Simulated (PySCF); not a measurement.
# CISD/STO-6G run of H2O3 (trioxidane)

Aim: the vertical ionisation energy of H2O3 (trioxidane) at CISD/STO-6G, from 2 runs. Input form: a Python script.

Program for the calculation: PySCF 2.14.0.

5 further runs of the same task are left out: 1 that didn't finish, 4 set aside as unsound or not needed.

### Step 1. The molecule

The species is H2O3 (5 atoms), meant as a singlet with charge 0. As SMILES, `OOO`. The shape is that of a GFN2-xTB optimisation. This is a higher conformer, about 11 kJ/mol above the lowest found by a separate search.

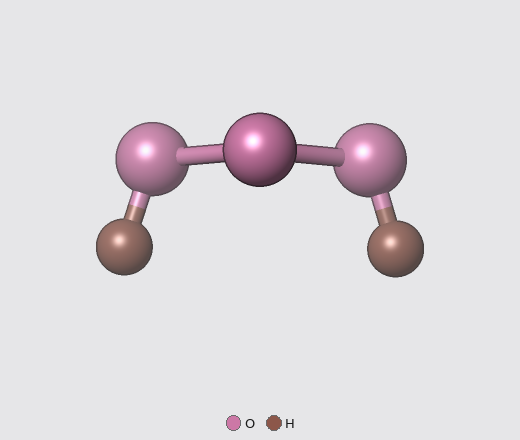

Viewed from a chosen angle; oxygen pink, hydrogen brown.

### Step 2. A single-point energy at CISD/STO-6G

The input, job.py:

```python
# OOO
from pyscf import gto, ci

system = gto.M(
    atom='''
O     -1.859528    -1.309032    -0.260329
O     -0.240052    -0.092767     1.412022
O      2.223131    -0.107318     0.495335
H     -2.605422    -0.002872    -1.315193
H      2.481853     1.511989    -0.331836
''',
    charge=0,
    verbose=3,
    basis='sto-6g',
    max_memory=1860,
    unit='bohr',
)

mf = system.RHF()
mf.conv_tol = 1e-10
mf.kernel()
if not mf.converged:
    mf = mf.newton().run(mf.mo_coeff, mf.mo_occ)

cisd = ci.CISD(mf, frozen=3)
cisd.kernel()
e_final = cisd.e_tot
print(f'total energy: {e_final:.8f} hartree')
```

On the command line:

```sh
$ OMP_NUM_THREADS=1 python job.py
```

What it wrote:

```text
converged SCF energy = -224.702576979482
E(RCISD) = -224.8509467672845  E_corr = -0.1483697878027437
total energy: -224.85094677 hartree
```

Wall time 0.97 s (1 thread of Arm Neoverse V1, shared host); peak memory 0.12 GiB.

### Step 3. The doublet cation

The input, calc.py:

```python
from pyscf import gto, scf, ci

mol = gto.M(
    atom='''
O   -0.984020  -0.692710  -0.137760
O   -0.127030  -0.049090   0.747210
O    1.176430  -0.056790   0.262120
H   -1.378730  -0.001520  -0.695970
H    1.313340   0.800110  -0.175600
''',
    basis='sto-6g',
    charge=1,
    spin=1,
    verbose=4,
    max_memory=1860,
)

myscf = scf.UHF(mol)
myscf.conv_tol = 1e-10
myscf.kernel()
if not myscf.converged:
    myscf = myscf.newton().run(myscf.mo_coeff, myscf.mo_occ)

cisd = ci.CISD(myscf, frozen=3)
cisd.kernel()
e_final = cisd.e_tot
print('E = %.10f Eh' % e_final)
```

On the command line:

```sh
$ OMP_NUM_THREADS=1 python calc.py
```

What it wrote:

```text
PySCF version 2.14.0

[... 113 lines left out ...]
converged SCF energy = -224.403156687835  <S^2> = 0.78285495  2S+1 = 2.0325894
[... 1 line left out ...]
******** <class 'pyscf.ci.ucisd.UCISD'> ********
CISD nocc = (np.int64(10), np.int64(9)), nmo = (14, 14)
frozen orbitals 3
max_cycle = 50
direct = 0
conv_tol = 1e-09
max_cycle = 50
max_space = 12
lindep = 0
nroots = 1
Init t2, MP2 energy = -0.115996637180047
UCISD converged
E(UCISD) = -224.5567210719403  E_corr = -0.1535643841052916
E = -224.5567210719 Eh
```

Run time: 1 s. Hardware: 1 thread of Arm Neoverse V1, shared host; peak memory 0.1 GiB.

### Step 4. Results

Level: CISD/STO-6G, 3 core orbitals frozen.

| quantity | value |
| --- | --- |
| singlet H2O3: total energy | -224.85095 Eh |
| singlet H2O3: dipole moment (Hartree–Fock density) | 2.95 D |
| singlet H2O3: HOMO energy (Hartree–Fock orbitals) | -10.15 eV |
| singlet H2O3: LUMO energy (Hartree–Fock orbitals) | 11.48 eV |
| singlet H2O3: HOMO–LUMO gap (Hartree–Fock orbitals) | 21.64 eV |
| singlet H2O3: correlation energy (3 core orbitals frozen) | -148.4 mEh |
| doublet cation: total energy | -224.55672 Eh |
| doublet cation: HOMO energy (Hartree–Fock orbitals) (highest over α and β) | -21.37 eV |
| doublet cation: LUMO energy (Hartree–Fock orbitals) (lowest over α and β) | -5.25 eV |
| doublet cation: correlation energy (3 core orbitals frozen) | -153.6 mEh |
| doublet cation: ⟨S²⟩ of the reference determinant | 0.783 |
| vertical ionisation energy (to the doublet cation) | 8.006 eV |

What this shows: The vertical ionisation energy comes to 8.01 eV (185 kcal/mol). In a minimal basis such a difference can be off by several eV, whatever the method. Mulliken charges (doublet cation) of the mean-field density run from -0.03 on O3 to +0.36 on H4; they depend strongly on the basis.
